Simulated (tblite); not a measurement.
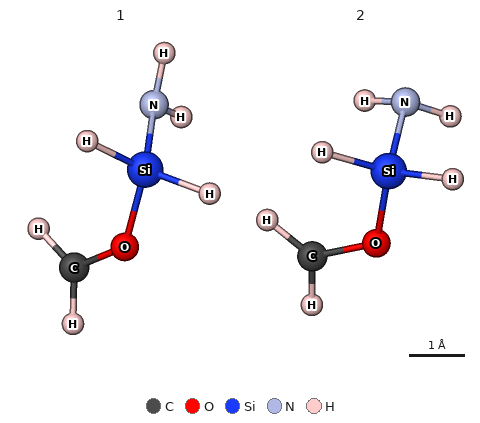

Two geometries of CH6NOSi (multiplicity 2), drawn at one scale. One is the start of a relaxation, the other its converged end. The picture is a ball-and-stick view, seen from a free direction.

All numbers below come from GFN2-xTB geometry optimisation, gas phase (tblite 0.8.0). 

> Which one is relaxed?

Structure 1 is the relaxed one. An H atom moves most after the best rigid fit: 1.39 Å. Largest moves by element: H 1.39 Å, O 0.32 Å, N 0.27 Å, C 0.21 Å, Si 0.07 Å. Some distances before and after: C–O 1.368 → 1.332 Å, N–Si 1.697 → 1.725 Å, H–Si 1.485 → 1.463 Å, H–N 1.029 → 1.009 Å. Bond angles that change, for instance: O–Si–H 111.1° → 97.5°, Si–N–H 106.9° → 119.0°, C–O–Si 121.9° → 133.5°. Groups turn about O–Si by about 25°. Over 163 geometry steps the energy falls by 44.7 kJ/mol.
